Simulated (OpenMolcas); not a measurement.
# Re⁴⁺ among point charges: CASSCF and CASPT2 levels and susceptibility

Aim: the splitting of the states of Re⁴⁺ in the field of 8 point charges, its lowest levels with spin-orbit coupling and its magnetic susceptibility.

The numbers are computed with OpenMolcas 26.06 (state-averaged CASSCF and CASPT2, spin-orbit coupling by RASSI with atomic mean-field integrals), except any that are marked as measured or tabulated.

## 1. The system

- Species: Re⁴⁺ (rhenium, Z = 75, 71 electrons)
- Basis: ANO-RCC-VTZP [8s7p5d3f2g1h], 104 functions
- Scalar Hamiltonian: DKH2, point nucleus
- Inactive shells: 1s 2s 2p 3s 3p 3d 4s 4p 4d 4f 5s 5p
- Active space: 3 electrons in 5 orbitals (5d)
- Some configurations of this space: 5d3
- Orbitals: optimised for each spin and parity, averaged over all roots

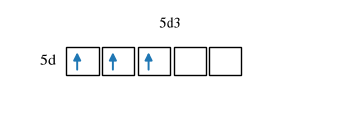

The shells outside the core, filled by Hund's rule for the drawing.

The ion sits among 8 point charges of -1.2 e arranged as a cube (Oh), 2.42 Å from the ion.

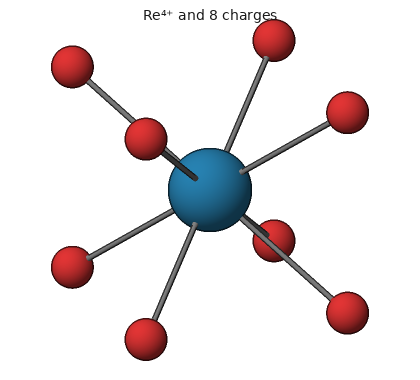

The ion and the point charges (red).

Each step is its own input file, run in one work folder so that later steps find the files of earlier ones. Labels, J, g values, rates, χT and fits are worked out afterwards by a script from the matrices that RASSI stores. The input lists half of the charges; inversion (Group=XYZ) makes the rest.

## 2. One- and two-electron integrals

a.inp reads:

```
&GATEWAY
Coord
1

Re 0.0 0.0 0.0
Basis=ANO-RCC-VTZP
Group=XYZ
NoMove
AngMom=0.0 0.0 0.0
AMFI
XField
4 Angstrom 0
1.397188 1.397188 1.397188 -1.200000
1.397188 1.397188 -1.397188 -1.200000
1.397188 -1.397188 1.397188 -1.200000
1.397188 -1.397188 -1.397188 -1.200000
&SEWARD
```

Run with:

```sh
$ OMP_NUM_THREADS=1 MOLCAS_MEM=1689 MOLCAS_PROJECT=a pymolcas a.inp > a.log
```

## 3. Reference wave functions, quartets of even parity, 10 roots

a.inp reads:

```
&RASSCF
FileOrb=start.orb
Symmetry=1
Spin=4
nActEl=3 0 0
Inactive=15 19
Ras2=5 0
CIRoot=10 10 1
SDav=10
CIMx=300
Iter=120 100
PrWF=0.3
OrbListing=Nothing
MaxOrb=0
>>> COPY $Project.JobIph JOB001
```

start.orb holds the contracted functions of the basis, ordered by shell, or the orbitals of the step before.

## 4. Reference wave functions, doublets of even parity, 40 roots

a.inp reads:

```
&RASSCF
FileOrb=start.orb
Symmetry=1
Spin=2
nActEl=3 0 0
Inactive=15 19
Ras2=5 0
CIRoot=40 40 1
SDav=40
CIMx=300
Iter=120 100
PrWF=0.3
OrbListing=Nothing
MaxOrb=0
>>> COPY $Project.JobIph JOB002
```

## 5. State interaction with spin-orbit coupling

a.inp reads:

```
&RASSI
NrOfJobIphs=2 10 40
1 2 3 4 5 6 7 8 9 10
1 2 3 4 5 6 7 8 9 10 11 12 13 14 15 16 17 18 19 20 21 22 23 24 25 26 27
28 29 30 31 32 33 34 35 36 37 38 39 40
IphNames
JOB001
JOB002
EJob
SpinOrbit
DIPRint=1.0
SOCoupling=1000.0
Subsets=2
Property=9
'ANGMOM' 1 'ANGMOM' 2 'ANGMOM' 3 'MLTPL  1' 1 'MLTPL  1' 2 'MLTPL  1' 3
'AMFI' 1 'AMFI' 2 'AMFI' 3
SOProperty=3
'ANGMOM' 1 'ANGMOM' 2 'ANGMOM' 3
```

## 6. CASPT2: IPEA 0.25, imaginary shift 0.1 (closed shells correlated: 5s 5p)

a.inp reads:

```
>>> COPY JOB001 $Project.JobIph
&CASPT2
Multistate=10 1 2 3 4 5 6 7 8 9 10
NoMult
Frozen=14 16
IPEA=0.25
Imaginary=0.1
MaxIter=60
WThr=0.0 0.3 0.05
PrWF=0.5
NoMix
>>> COPY JOB002 $Project.JobIph
&CASPT2
Multistate=40 1 2 3 4 5 6 7 8 9 10 11 12 13 14 15 16 17 18 19 20 21 22
23 24 25 26 27 28 29 30 31 32 33 34 35 36 37 38 39 40
NoMult
Frozen=14 16
IPEA=0.25
Imaginary=0.1
MaxIter=60
WThr=0.0 0.3 0.05
PrWF=0.5
NoMix
```

(Steps that only read results are left out.)

What does the calculation give? Wanted: spin-free ground state; first state of the same spin within the active space; lowest level; next level.

As calculated:

```
                                            quantity                                                                        value
                                              method  SS-CASPT2, IPEA 0.25, imaginary shift 0.1 (closed shells correlated: 5s 5p)
                              spin-free ground state                                              4T1, 3-fold in its orbital part
first state of the same spin within the active space                                                             4T2 at 1970 cm⁻¹
                                        lowest level                                                                    4-fold Γ8
                                          next level                                                                  4251.5 cm⁻¹
                                         χT at 300 K                                                               0.12 cm³ K/mol
                           effective moment at 300 K                                                                      0.99 μB
```

Cost by method:

```tsv
method	time of its own steps	time with the reference
A. CASSCF	13 s	13 s
B. SS-CASPT2, IPEA 0.25, imaginary shift 0.1, +5s 5p	17 s	30 s
```

Times are of one thread on a shared host.

The spin-free ground state (4T1) comes to 99 % from free-ion F terms and keeps the highest spin of the shell. χT at 300 K is 0.12, against 1.88 cm³ K/mol for the spin alone, so spin-orbit coupling lowers it. A ligand-field fit to the states below 45000 cm-1 gives 10Dq = -2731 cm-1, B = 723 cm-1 and C = 3016 cm-1 (C/B = 4.17), with a deviation of 447 cm-1. CASPT2 does not keep the components of a term degenerate, and the means are used. The field of point charges can differ much from that of real complexes. This is an electrostatic model: the charges have no orbitals.
